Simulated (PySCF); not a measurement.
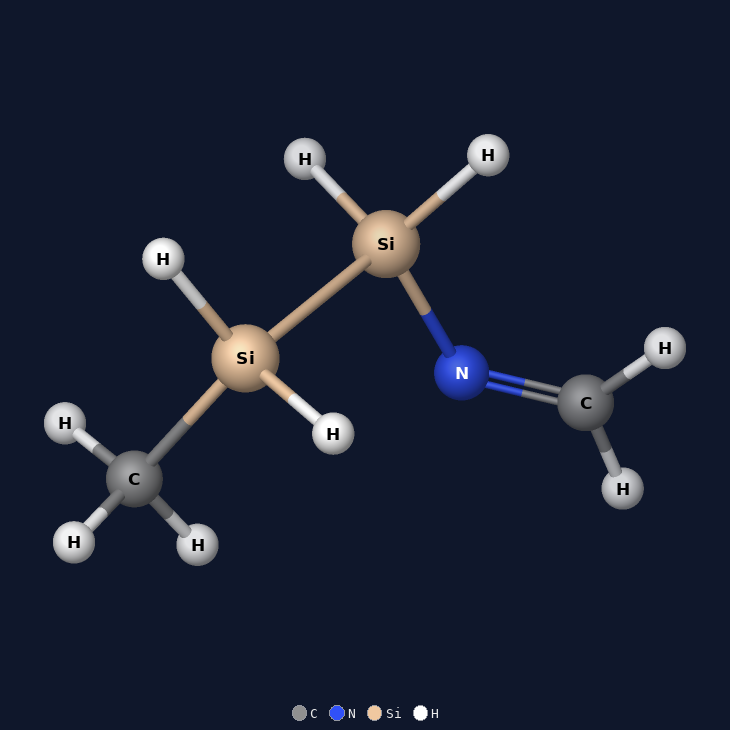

A ball-and-stick model of a molecule. Multiple sticks mark multiple bonds (one Kekulé form).

What does the picture show?

Formula C2H9NSi2. Its SMILES string is `C=N[SiH2][SiH2]C`. It has no ring. Among its groups: imine, Si–H bond, Si–N bond. The point group is C1. Coordination: 1 C trigonal planar; 1 N bent; 2 Si tetrahedral; 1 C tetrahedral.

The parts below concern this one geometry. Atoms keep their numbers from picture to picture. The geometry was computed by an optimisation with PBE0-D3(BJ)/def2-SVP. No frequency run is at hand to confirm it as a minimum.

Shape

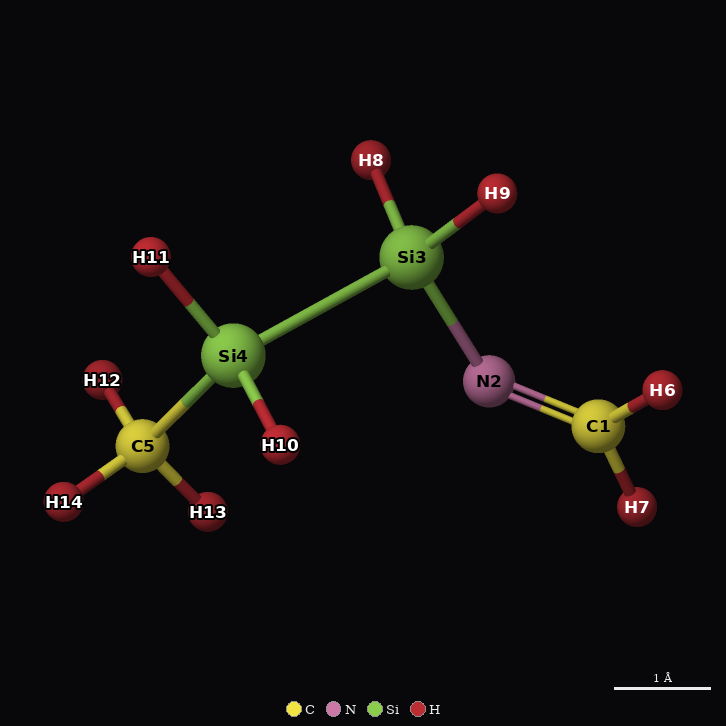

The atoms are numbered. No frequency run is at hand to confirm it as a minimum.

Estimate the angles C1–N2–Si3, N2–C1–H6, N2–C1–H7, N2–Si3–Si4, N2–Si3–H9, Si3–Si4–C5, Si3–Si4–H10, Si3–Si4–H11, Si4–Si3–H8, Si4–C5–H13, Si4–C5–H14, C5–Si4–H11.

```tsv
angle	degrees
C1–N2–Si3	125.9
N2–C1–H6	124.6
N2–C1–H7	120.4
N2–Si3–Si4	104.7
N2–Si3–H9	112.8
Si3–Si4–C5	109.0
Si3–Si4–H10	108.1
Si3–Si4–H11	110.0
Si4–Si3–H8	110.8
Si4–C5–H13	109.5
Si4–C5–H14	111.5
C5–Si4–H11	111.5
```

Levels of theory compared

No frequency run is at hand to confirm it as a minimum. Program: PySCF 2.14.0.

Tabulate HOMO–LUMO gap (eV) at these levels: B3LYP/pcSseg-1; B97-D/pcSseg-1; BLYP/pcSseg-1; BP86/pcSseg-1; KT2/pcSseg-1; KT3/pcSseg-1; LDA/pcSseg-1; OPBE/pcSseg-1; PBE/pcSseg-1.

| level | HOMO–LUMO gap (eV) |
| --- | --- |
| B3LYP/pcSseg-1 | 5.76 |
| B97-D/pcSseg-1 | 3.85 |
| BLYP/pcSseg-1 | 3.76 |
| BP86/pcSseg-1 | 3.74 |
| KT2/pcSseg-1 | 3.92 |
| KT3/pcSseg-1 | 3.97 |
| LDA/pcSseg-1 | 3.56 |
| OPBE/pcSseg-1 | 3.79 |
| PBE/pcSseg-1 | 3.71 |

NMR shielding

The questions are on isotropic NMR shieldings of the C atoms. No frequency run is at hand to confirm it as a minimum. Method: GIAO B97-D/pcSseg-1 NMR shielding, non-relativistic, gas phase (PySCF 2.14.0).

Give the isotropic NMR shieldings of the C atoms atom by atom.

```tsv
atom	σ (ppm)
C1	12.2
C5	188.6
```

Dipole moment

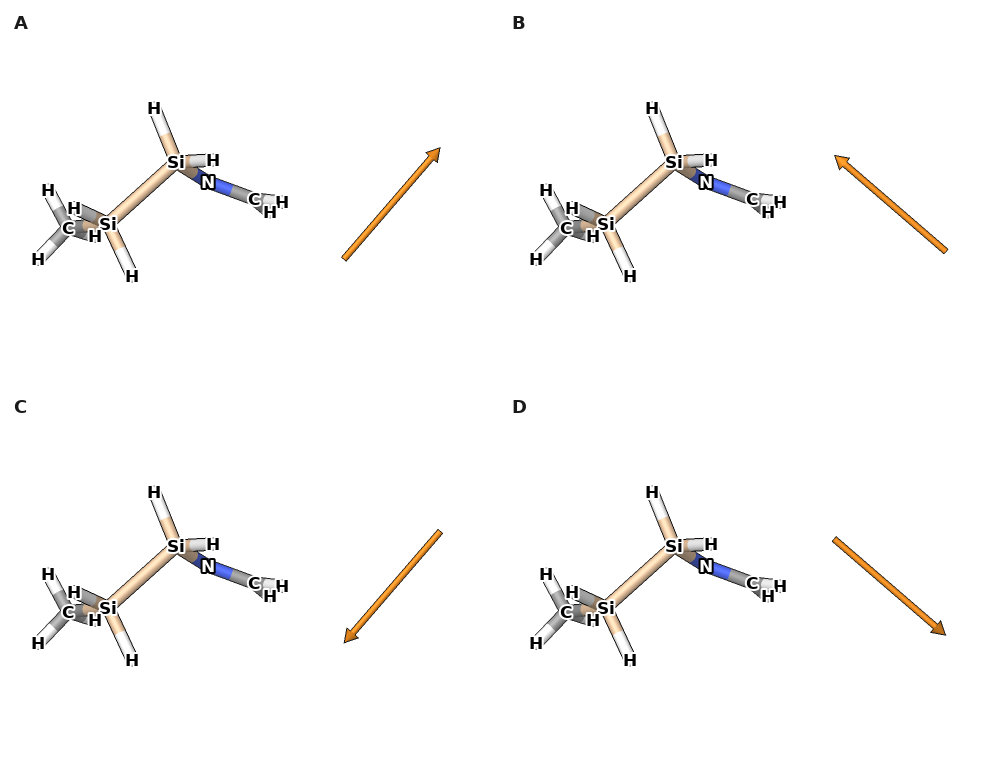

The same molecule four times, each with an arrow. No frequency run is at hand to confirm it as a minimum. Level of theory: BP86/pcSseg-1, gas phase (PySCF 2.14.0).

> Which arrow points along the dipole moment, from the negative to the positive end?

D. The dipole moment is 0.76 D.
